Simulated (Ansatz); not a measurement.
A structure file:

```yaml
crystal:
  lattice:
    - [5.47009, 0.00000, 0.00000]
    - [0.00000, 5.47009, 0.00000]
    - [0.00000, 0.00000, 5.47009]
  atoms:
    - { symbol: Si, position: [0.25000, 0.25000, 0.25000] }
    - { symbol: Si, position: [0.00000, 0.00000, 0.00000] }
    - { symbol: Si, position: [0.25000, 0.75000, 0.75000] }
    - { symbol: Si, position: [0.00000, 0.50000, 0.50000] }
    - { symbol: Si, position: [0.75000, 0.25000, 0.75000] }
    - { symbol: Si, position: [0.50000, 0.00000, 0.50000] }
    - { symbol: Si, position: [0.75000, 0.75000, 0.25000] }
    - { symbol: Si, position: [0.50000, 0.50000, 0.00000] }
```

### What crystal do these data define?

The element is silicon. Space group Fd-3m (No. 227), lattice face-centred cubic. It adopts the structure known as diamond. The cell holds eight atoms. About every Si there are four Si in a tetrahedral arrangement at 2.37 Å. The bonds build a three-dimensional framework.

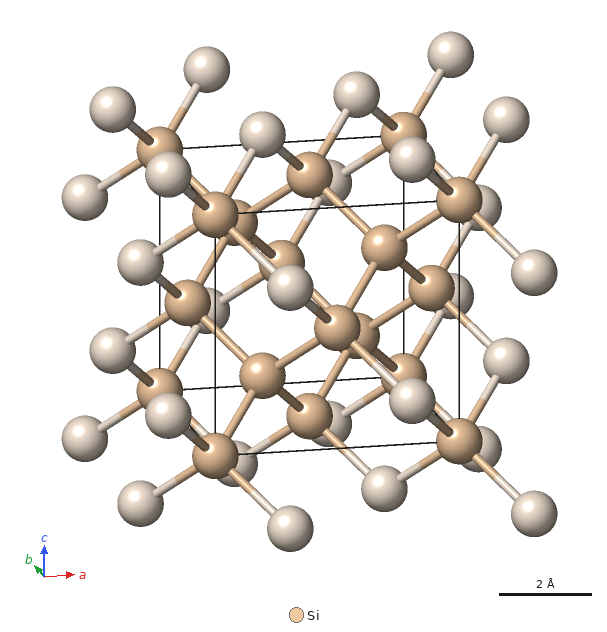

The figure gives a ball-and-stick picture of the atoms, viewed slightly off an axis. The conventional unit cell is drawn as a box. Bonded atoms from the next cells complete the picture, in fainter colours. Colours: silicon light orange.

The structure comes from a structure listed in the Materials Project. Earlier steps of the study may have refined or changed the cell and positions. Ansatz was used for an electronic-structure calculation on it.
